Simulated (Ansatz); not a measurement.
Band structure of LaAl2BRu2 (P4/mmm, 6 atoms in the cell).

```
CELL_PARAMETERS angstrom
      4.22935     0.00000     0.00000
      0.00000     4.22935     0.00000
      0.00000     0.00000     5.67992
ATOMIC_POSITIONS crystal
  La 0.00000 0.00000 0.50000
  Al 0.50000 0.50000 0.74577
  Al 0.50000 0.50000 0.25423
  B  0.00000 0.00000 0.00000
  Ru 0.50000 0.00000 0.00000
  Ru 0.00000 0.50000 0.00000
```

Computed with PBEsol, PAW files made with PBE (plane waves; Ansatz, a first-principles code).

Settings: basis.ecutwfc = 30.9 Ry; kpoints.mp_grid.grid = 5 5 4; hamiltonian.xc = pbesol; hamiltonian.pseudopotentials = {kind: paw} (the program's default PAW files); scf.occupations.method = gaussian; scf.occupations.width = 0.0037 Ry; kpoints.band_path.npoints = 8.

The starting cell comes from a database of computed structures (which also holds hypothetical and non-ambient phases and stackings), without a prior relaxation at this level. Spin polarisation is off.

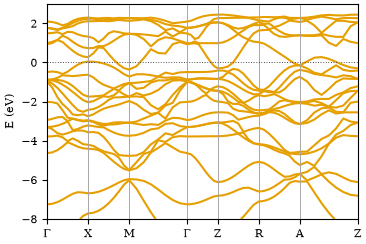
Figure: Bands along the path, energies from the Fermi level.

Levels in eV from the Fermi level, bands 23 to 30:
| point | 23 | 24 | 25 | 26 | 27 | 28 | 29 | 30 |
|---|---|---|---|---|---|---|---|---|
| Γ | -0.97 | -0.88 | -0.88 | -0.49 | 0.93 | 0.99 | 1.49 | 1.77 |
| X | -2.03 | -1.75 | -0.63 | 0.05 | 0.27 | 0.73 | 1.32 | 2.11 |
| M | -1.75 | -1.05 | -1.05 | -0.72 | -0.36 | 1.47 | 1.47 | 2.13 |
| Z | -1.22 | -0.84 | -0.84 | -0.41 | -0.30 | 0.99 | 2.05 | 2.05 |
| R | -1.67 | -1.62 | -1.44 | -1.38 | 1.04 | 1.64 | 1.91 | 2.07 |
| A | -2.02 | -0.73 | -0.37 | -0.15 | -0.15 | 1.39 | 1.39 | 2.07 |

Bands cross the Fermi level along this path, so the cell is metallic at this level.

Keys are those of Ansatz 0.2.
